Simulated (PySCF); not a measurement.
SMILES F[C](F)(F)[Sn]([Cl])([Cl])[C](F)(F)F (C2Cl2F6Sn), CAM-B3LYP/def2-SVP optimised geometry. Atoms within 1.6 Å of the plane z = 0.8 Å (x, y, z in Å): C2 (-1.14, 1.25, 0.00), F3 (-0.67, 1.98, 1.01), F4 (-2.46, 1.16, 0.13), Sn5 (-0.21, -0.74, 0.00), Cl6 (-0.93, -1.87, 1.90), C8 (1.99, -0.74, 0.00), F9 (2.46, -1.98, -0.04), F10 (2.45, -0.15, 1.10).

Computed with CAM-B3LYP/def2-TZVP, def2 effective core potentials past Kr run with PySCF. The core electrons that the potentials of Sn replace are not part of the density. Cells within 0.4 Å of a nucleus heavier than hydrogen are left out (blank, or x).

Map of the deformation density (molecule minus spherical neutral atoms) (e/bohr³) on the plane z = 0.8 Å:

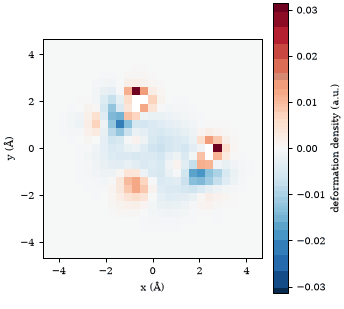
Deformation density (molecule minus spherical neutral atoms) (e/bohr³) on the plane z = 0.8 Å.
